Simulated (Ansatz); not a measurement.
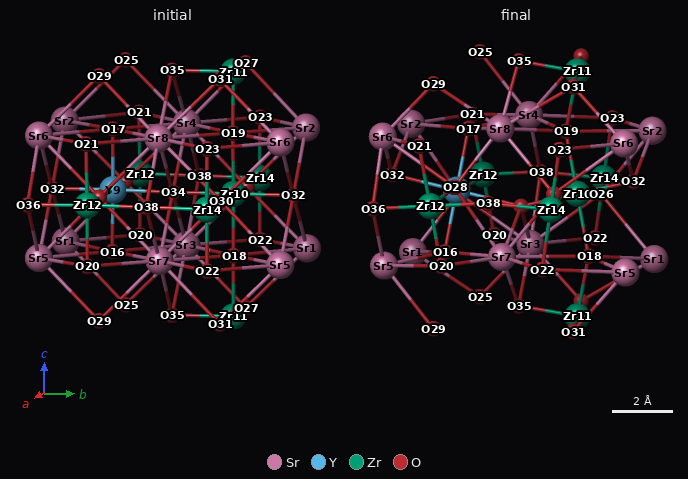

The structure of a defect cell of composition Sr₈YZr₆O₂₄ before (left) and after (right) a relaxation, at one scale.

Style: ball-and-stick. Shown: the atoms within 5.8 Å of the atom that moves most (axes of the cell of the calculation), slightly off an axis.

The calculation used Ansatz 0.2.0, DFT, PBEsol, PAW, plane waves.

The input:
```yaml
crystal:
  lattice:
    - [8.260000, 0.000000, 0.000000]
    - [0.000000, 8.260000, 0.000000]
    - [0.000000, 0.000000, 8.260000]
  atoms:
    - { symbol: Sr, position: [0.000112, 0.000302, 0.002752] }
    - { symbol: Sr, position: [0.000200, 0.996527, 0.495783] }
    - { symbol: Sr, position: [0.001305, 0.500339, 0.001756] }
    - { symbol: Sr, position: [0.001175, 0.502471, 0.499825] }
    - { symbol: Sr, position: [0.498877, 0.998994, 0.998946] }
    - { symbol: Sr, position: [0.499280, 0.999553, 0.499376] }
    - { symbol: Sr, position: [0.500858, 0.498769, 0.001917] }
    - { symbol: Sr, position: [0.502990, 0.494778, 0.502047] }
    - { symbol: Y, position: [0.248294, 0.251174, 0.252500], spin: 0.091 }
    - { symbol: Zr, position: [0.250969, 0.751070, 0.250357] }
    - { symbol: Zr, position: [0.247593, 0.749609, 0.749259] }
    - { symbol: Zr, position: [0.748611, 0.253985, 0.253459] }
    - { symbol: Zr, position: [0.748464, 0.246530, 0.747000] }
    - { symbol: Zr, position: [0.748943, 0.748877, 0.250053] }
    - { symbol: Zr, position: [0.748403, 0.749792, 0.748511] }
    - { symbol: O, position: [0.255074, 0.249089, 0.001333], spin: 0.091 }
    - { symbol: O, position: [0.249931, 0.250595, 0.500423], spin: 0.091 }
    - { symbol: O, position: [0.251451, 0.750968, 0.998300] }
    - { symbol: O, position: [0.254136, 0.748933, 0.498576] }
    - { symbol: O, position: [0.747603, 0.253381, 0.003839] }
    - { symbol: O, position: [0.751604, 0.249500, 0.504187] }
    - { symbol: O, position: [0.753215, 0.751925, 0.999539] }
    - { symbol: O, position: [0.752104, 0.751835, 0.498635] }
    - { symbol: O, position: [0.995305, 0.244742, 0.252358], spin: 0.091 }
    - { symbol: O, position: [0.001523, 0.248682, 0.751010], spin: 0.091 }
    - { symbol: O, position: [0.000927, 0.751238, 0.246751] }
    - { symbol: O, position: [0.003995, 0.747161, 0.753122] }
    - { symbol: O, position: [0.503122, 0.248958, 0.253916], spin: 0.091 }
    - { symbol: O, position: [0.503782, 0.249080, 0.750035], spin: 0.091 }
    - { symbol: O, position: [0.501395, 0.752493, 0.253513] }
    - { symbol: O, position: [0.497002, 0.747774, 0.749916] }
    - { symbol: O, position: [0.252318, 0.999608, 0.251013], spin: 0.091 }
    - { symbol: O, position: [0.250663, 0.999164, 0.749741], spin: 0.091 }
    - { symbol: O, position: [0.252300, 0.499987, 0.249343], spin: 0.091 }
    - { symbol: O, position: [0.254446, 0.496556, 0.747795], spin: 0.091 }
    - { symbol: O, position: [0.750184, 0.006611, 0.248128] }
    - { symbol: O, position: [0.747894, 0.002006, 0.752991] }
    - { symbol: O, position: [0.748924, 0.498404, 0.252335] }
    - { symbol: O, position: [0.748030, 0.500982, 0.747683] }
  symmetry: { detect: false }
kpoints:
  mp_grid: { grid: [1, 1, 1], shift: [0.25, 0.25, 0.25] }
hamiltonian:
  xc: pbesol
magnetization:
  spin_polarized: true
  initial_magnetization: 1
  spin_locking: { lock_magnetization: hard }
scf:
  occupations: { method: fermi_dirac, width: 0.01 }
relax:
  f_tol: 0.03
  max_steps: 80
  escape_saddle: false
  adjacent_minimum: "off"
output:
  forces: true
  eigenvalues: true
  populations: true
```

Run as
```bash
ansatz run in.yaml --threads 8 --pin off --max-ram 118750MiB --runs-dir r --events-out ev --progress --plain --backend cuda --devices 0, --max-vram 170GiB
```

Question: Summarise the run.

Answer: O34 moves most: 0.57 Å roughly along [−1 0 −2]. Largest moves by element: O 0.57 Å, Sr 0.49 Å, Zr 0.04 Å, Y 0.03 Å. The lattice vectors keep their values. Some distances before and after: Sr1–O22 2.893 → 3.734 Å, Sr8–O23 2.957 → 3.735 Å, Sr8–O38 2.895 → 3.580 Å, Sr1–O36 2.894 → 3.576 Å. Among the angles between lasting bonds that change: Y9–O32–Zr10 178.8° → 149.8°, Y9–O28–Zr12 178.3° → 149.7°, Zr12–O38–Zr14 179.7° → 152.5°. After 10 geometry steps the energy has fallen by 3.309 eV per cell of the calculation. The largest force component goes from 2.5 to 0.0065 eV/Å. The program noted that the starting moments weren't kept. Cost: 20 s on 1 × NVIDIA GB200 with 8 threads of Arm Neoverse-V2, peak memory 1.9 GiB.

Limits of the set-up: the periodic images lie only 8.3 Å apart, so the values are limited by the cell's size.
